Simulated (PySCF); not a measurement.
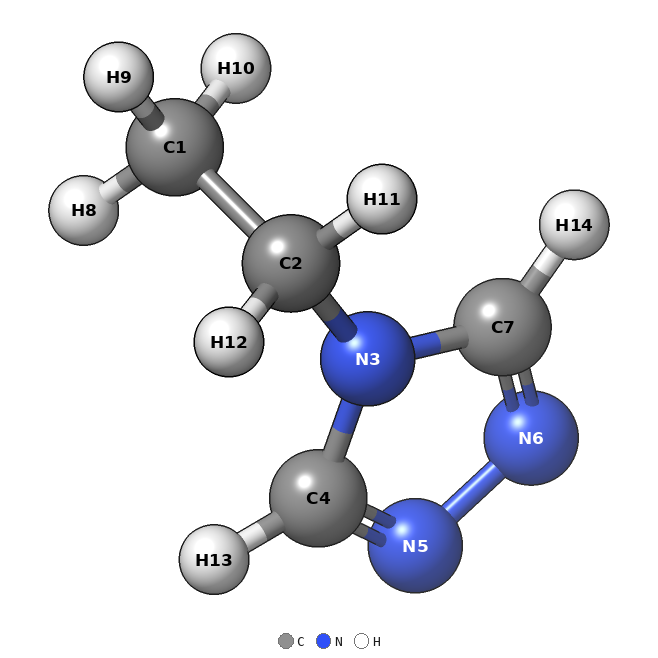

Computed geometry: GFN2-xTB optimisation. No frequency run is at hand to confirm it as a minimum. Method: B3LYP/pcJ-1 indirect spin-spin coupling, non-relativistic, gas phase (PySCF 2.14.0). Isotopes: 13C, 1H, 15N.

Give the spin–spin coupling constants of these pairs, with the number of bonds between them: N3/C4, N3/N6, N3/H13, N3/H14, C4/N6, N3/H10.

```
   pair  bonds apart  J (Hz)
 N3, C4            1   −13.2
 N3, N6            2    −0.8
N3, H13            2    −9.3
N3, H14            2    −9.3
 C4, N6            2     3.1
N3, H10            3    −1.2
```
